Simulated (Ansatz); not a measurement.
The starting structures come from a database of crystals and need not be the phases stable at ambient conditions.

 Where the default PAW files enter, the runs use the earlier of Ansatz's two default sets.

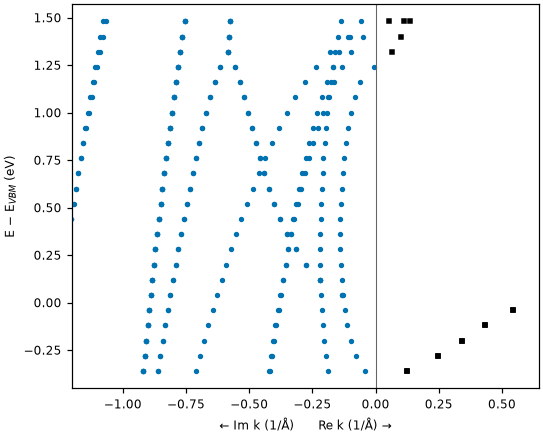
*Complex bands at the centre of the two-dimensional zone; r2SCAN (Ansatz, an electronic-structure program)*

The gap is the functional's own. No spin-orbit coupling. Mid-gap values are interpolated on the energy grid.

Problem. This is Cs3Sb (Fm-3m, not sure to be the ambient phase, 4 atoms a cell, 49.4 Å³ an atom) along the normal of (001). Read off the slowest decay at the centre of the two-dimensional zone at 0.60 eV, the computed energy nearest the middle of the gap.

Solution. κ ≈ 0.13 1/Å, a decay length 1/(2κ) of the density of 3.7 Å.
